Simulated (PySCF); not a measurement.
Species, as SMILES: F[C]Cl (closed-shell singlet).
Geometry (B3LYP-D3(BJ)/def2-TZVP, fixed):
```xyz
3

F     -1.4677    -0.2909     0.0321
C     -0.5979     0.6705    -0.0192
Cl     0.9880    -0.0826    -0.0102
```

Basis-set convergence of the lowest singlet excitation energy at CAM-B3LYP with PySCF. Tamm-Dancoff approximation; the state is taken by its order, and sets in which it differs in degeneracy or brightness are left out, yet its character can still change. All functions are spherical. Density fitting with generated auxiliary sets. No added dispersion term, no relativity. Reference: the value in aug-pcseg-3, 3.533 eV, itself unsure by roughly 0.006 eV (its mean distance from aug-cc-pV(Q+d)Z, aug-pcseg-2, aug-cc-pV(T+d)Z). Deviations are taken from unrounded values. Cost is core time over that of 6-31G**, rough, on shared machines of one kind; a dash marks a row that isn't timed (too short, read off another run, short of memory, by another algorithm or on other hardware).

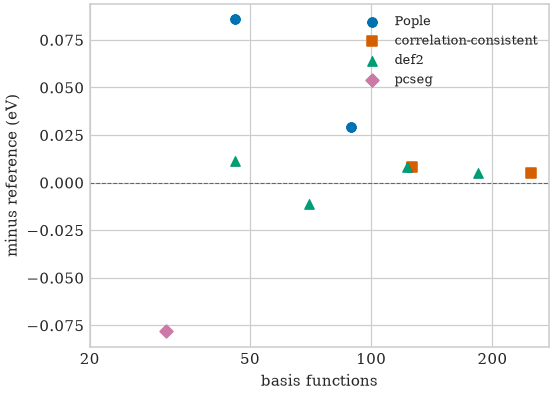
*Deviation from the reference against the number of basis functions, by family of sets.*

```tsv
basis	functions	lowest singlet excitation energy (eV)	minus reference (eV)	cost
pcseg-0	31	3.455	-0.078	-
6-31G**	46	3.619	0.086	1×
def2-SVP	46	3.544	0.011	1×
def2-SVPD	70	3.522	-0.011	2×
6-311++G(2d,2p)	89	3.562	0.029	3×
def2-TZVPD	123	3.541	0.008	7×
jun-cc-pV(T+d)Z	126	3.541	0.008	7×
def2-QZVPP	184	3.538	0.005	10×
aug-cc-pV(Q+d)Z	249	3.538	0.005	30×
```
